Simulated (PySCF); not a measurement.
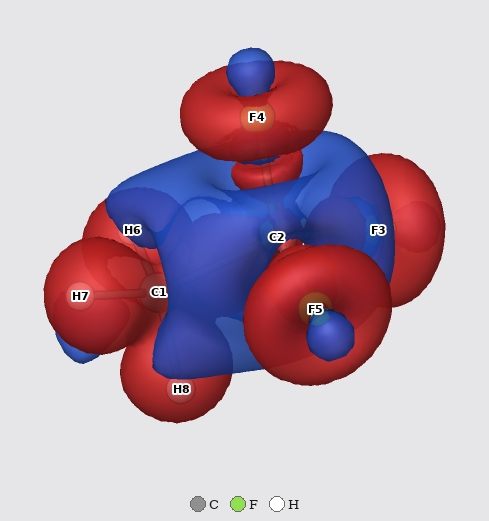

Figure. C$_{2}$H$_{3}$F$_{3}$, SMILES `CC(F)(F)F`. Deformation density (molecule less spherical, spin-averaged free atoms at the same positions), surfaces at ±0.06 e/Å³; red: gain, blue: loss.

Computed with PySCF, B3LYP/def2-SVPD, geometry: GFN2-xTB. No frequency check shows the geometry to be a minimum.

Input script:

```python
import numpy as np
from pyscf import gto, scf, dft
from pyscf.scf import atom_ks, atom_hf
from scipy.linalg import block_diag

def solve(mol, dm0=None, hcore=None):
    mf = (dft.UKS if mol.spin else dft.RKS)(mol, xc='b3lyp')
    mf.grids.level = 3
    mf = mf.density_fit(auxbasis='def2-universal-jkfit')
    mf.conv_tol, mf.max_cycle = 1e-8, 80
    if hcore is not None:
        mf.get_hcore = lambda *args: hcore
    mf.kernel(dm0)
    if not mf.converged:
        mf = mf.newton().run(mf.mo_coeff, mf.mo_occ, max_cycle=30)
    assert mf.converged, 'SCF not converged'
    return mf

mol = gto.M(atom='''
C     -1.48722     0.00303     0.00110
C      0.02033     0.00000     0.00013
F      0.53198     0.59772    -1.08715
F      0.53369     0.64090     1.06164
F      0.52617    -1.24267     0.02462
H     -1.83841     1.03316    -0.01783
H     -1.84322    -0.49186     0.89871
H     -1.84347    -0.52310    -0.88027
''', basis='def2-svpd', charge=0, spin=0, verbose=4)
mf = solve(mol)
mf.analyze()
# spherically averaged free atoms, for the promolecule
atm = atom_ks.get_atm_nrks(mol, xc='b3lyp')
pro = block_diag(*[(atm[a[0]][2] * atm[a[0]][3]) @ atm[a[0]][2].T for a in mol._atom])
np.savez('result.npz', e=mf.e_tot, c=mf.mo_coeff, occ=mf.mo_occ, eps=mf.mo_energy, pro=pro, dip=mf.dip_moment(verbose=0), s2=mf.spin_square()[0])
```

Run with:

```sh
OMP_NUM_THREADS=1 python input.py
```

The run took 12 s on 1 thread of Arm Neoverse V1 (shared host), peak memory 0.51 GiB.

Partitions, critical points and surface values were worked out afterwards from this run's density.

> How much density has each bond gained at its critical point, relative to the free atoms?

C1–H7: +0.70 e/Å³ at the bond critical point (bond length 1.08 Å). C1–H8 and C1–H6: +0.69 e/Å³ at the bond critical point (bond length 1.09 Å). C1–C2: +0.56 e/Å³ at the bond critical point (bond length 1.51 Å). C2–F5, C2–F4 and C2–F3: +0.12 e/Å³ at the bond critical point (bond length 1.34 Å). In all, 1.7 electrons gather in the regions of gain relative to the promolecule. A small or negative value marks a very polar bond, one between electron-rich atoms, whose free-atom densities already overlap strongly, a long bond to a heavier atom, or a closed-shell contact such as a hydrogen bond.

> Where do the Hirshfeld charges lie?

The highest Hirshfeld charge is on C2 (+0.28 e), the lowest on F3, F4 and F5 (−0.12 e).

```tsv
atom	charge (e)
C1	−0.11
C2	+0.28
F3	−0.12
F4	−0.12
F5	−0.12
H6	+0.06
H7	+0.06
H8	+0.06
```
